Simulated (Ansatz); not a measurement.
Base system: MoS₂ (space group P6_3/mmc, No. 194; a = 3.109 Å, c = 11.709 Å; layered, stacked along the Cartesian z axis). Axes: x lies along a and z along c of the hexagonal cell.

The change: the cell is stretched by 2.40 % along z with no lateral relaxation, atoms relaxed at fixed cell.

All numbers come from DFT with PBEsol-D3(BJ), PAW potentials and a 420 eV plane-wave cutoff in Ansatz (a quantum-chemistry and plane-wave program), no spin-orbit coupling.

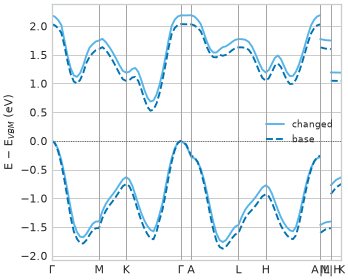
Figure. Highest valence and lowest conduction band along the path, each from its own valence-band maximum

**Question.** Read the changed gap and its character from the plot.

**Answer.** About 0.68 eV, indirect, Γ → K–Γ (44 % along).

The cells carry an imposed strain or load. Whether these cells are dynamically stable was not tested.
